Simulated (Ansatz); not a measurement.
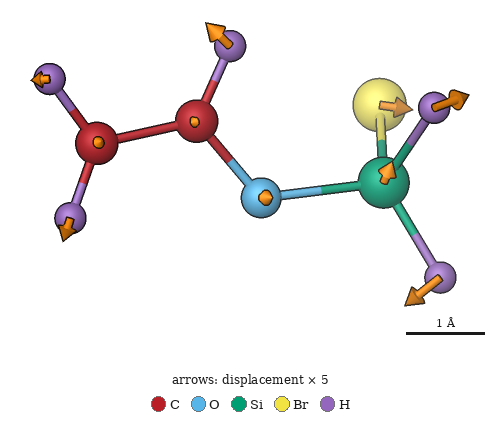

A relaxation of C2H5BrOSi (coarse preliminary run). The starting structure is drawn; orange arrows show the displacements, magnified 5 times. The two geometries are superimposed by the best rigid fit.

Style: ball-and-stick. Shown at a tilt.

The start comes from a force field.

Computed with RKS PBE-D4/def2-SVP (Ansatz).

Input file:
```yaml
crystal:
  periodic: [false, false, false]
  atoms:
    - {symbol: C, position_ang: [-0.663100, -1.630800, 1.252200]}
    - {symbol: C, position_ang: [-0.561600, -0.586800, 0.371500]}
    - {symbol: O, position_ang: [0.588600, 0.109500, 0.272200]}
    - {symbol: Si, position_ang: [0.886700, 1.370800, -0.796400]}
    - {symbol: Br, position_ang: [0.979800, 0.535500, -2.862800]}
    - {symbol: H, position_ang: [0.096200, -1.864100, 1.901000]}
    - {symbol: H, position_ang: [-1.619300, -2.130200, 1.307000]}
    - {symbol: H, position_ang: [-1.316700, -0.264500, -0.303200]}
    - {symbol: H, position_ang: [-0.356400, 2.287500, -0.688600]}
    - {symbol: H, position_ang: [2.048900, 2.122000, -0.449800]}
basis:
  gaussian: {orbitals: def2-SVP}
hamiltonian: {xc: pbe, dispersion: d4}
relax: {f_tol: 0.03, max_steps: 200}
```

Command:
```bash
ansatz run in.yaml --threads 4 --pin off --events-out ev --progress --plain --max-ram 10444MiB
```

Question: Atoms of which element are displaced furthest, and by how much?

Answer: Hydrogen: up to 0.12 Å, against 0.09 Å for bromine.

Question: Describe the change and its energy.

Answer: H10 moves most after the best rigid fit: 0.12 Å. By element the largest moves are H 0.12 Å, Br 0.09 Å, Si 0.07 Å, O 0.05 Å, C 0.03 Å. Near-neighbour distances that change, for instance: C1–H6 1.026 → 1.100 Å, Si4–H10 1.427 → 1.491 Å, Si4–H9 1.548 → 1.500 Å, C2–H8 1.063 → 1.107 Å. Bond angles that change, for instance: O3–Si4–H10 112.7° → 105.2°, O3–Si4–H9 104.9° → 110.2°, H9–Si4–H10 109.0° → 113.8°. After 4 geometry steps the energy has fallen by 0.324 eV. The largest force component goes from 2.9 to 0.019 eV/Å. The run took 3.5 s on 4 threads of Intel Xeon 6975P-C, on a shared host.
